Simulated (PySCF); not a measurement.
## Electronic structure of C$_{4}$H$_{7}$N$_{3}$OSi (SMILES N[SiH2]n1cnc(C=O)c1) in real space

```xyz
16

N    -2.9593    0.0942    0.2902
Si   -1.7378   -1.1037    0.2043
N    -0.2478   -0.1665    0.2860
C    -0.0523    1.0544    0.8721
N     1.1740    1.4561    0.8219
C     1.8628    0.4574    0.1741
C     3.2860    0.5411   -0.0737
O     3.9497   -0.3001   -0.6330
C     0.9782   -0.5467   -0.1536
H    -3.9179   -0.1899    0.4021
H    -2.9052    0.9200   -0.2856
H    -1.6067   -1.8879   -1.0260
H    -1.8511   -1.9206    1.4075
H    -0.8580    1.5988    1.3208
H     3.7339    1.4770    0.3088
H     1.1440   -1.4746   -0.6599
```

Geometry: GFN2-xTB.

Computed with B3LYP/def2-SVPD, SCF density, gas phase (PySCF).

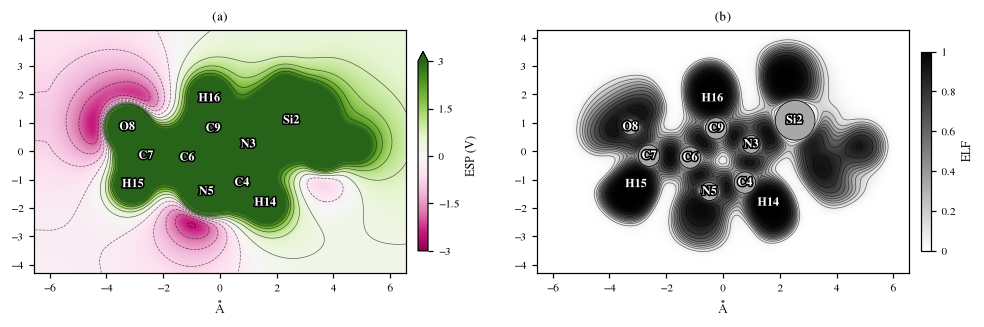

Figure 1. (a) molecular electrostatic potential; (b) ELF on the plane of atoms C6, C7 and O8. Grey discs cover the atomic cores in the ELF map.

Question: What does the map show?

Answer: Atoms in the plane: Si, N, C, O and H.
C–O (1.21 Å): the ELF peaks at about 0.85 between the atoms; a short, multiple covalent bond.
C–N (1.29 Å): the ELF peaks at about 0.90 between the atoms: a covalent bond.
C–C (1.38 Å): the ELF peaks at about 0.95 between the atoms; a covalent bond.
C–N (1.36 Å): the ELF peaks at about 0.90 between the atoms; localised, covalent bonding.
C–C (1.45 Å): the ELF peaks at about 0.95 between the atoms (a covalent bond).
The ELF also peaks beside N5, N1 and O8, away from the bonds: lone-pair regions.
Outside the dense part of the molecule the potential is most negative (−2.5 V) near N5.

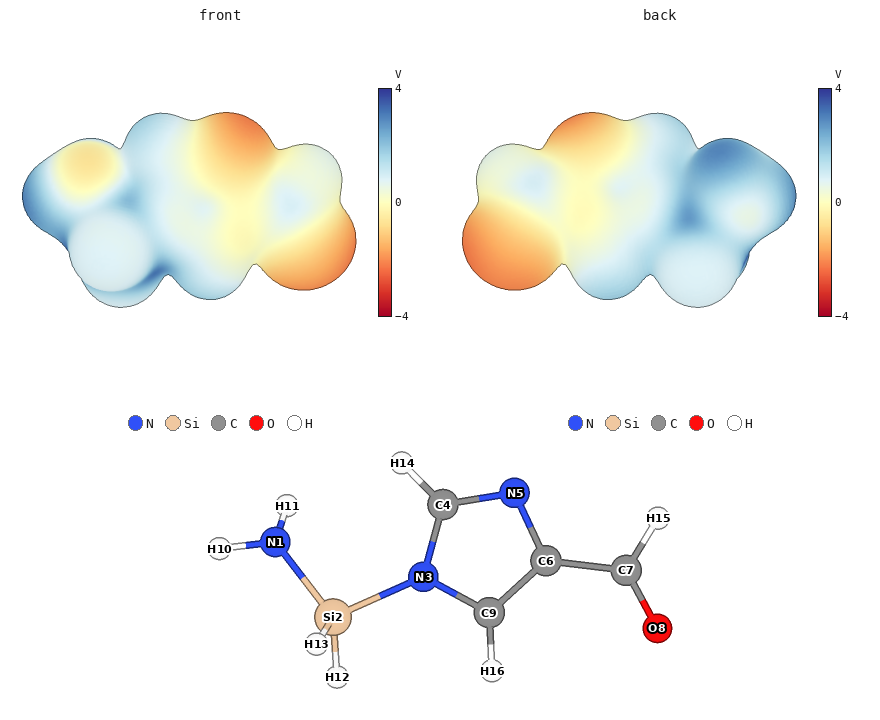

Figure 2. The electrostatic potential painted on the density surface at 0.004 e/bohr³, seen from the front and from behind; red is negative and blue positive. The bare structure is drawn below in the same view.

Question: Describe the electrostatic potential map.

Answer: The most negative region (about −2.2 V) lies over O8, the most positive (about +3.3 V) over Si2. O8 is the likeliest acceptor of a hydrogen bond.

Question: What dipole moment does the calculation give?

Answer: Its dipole moment is 6.94 D.
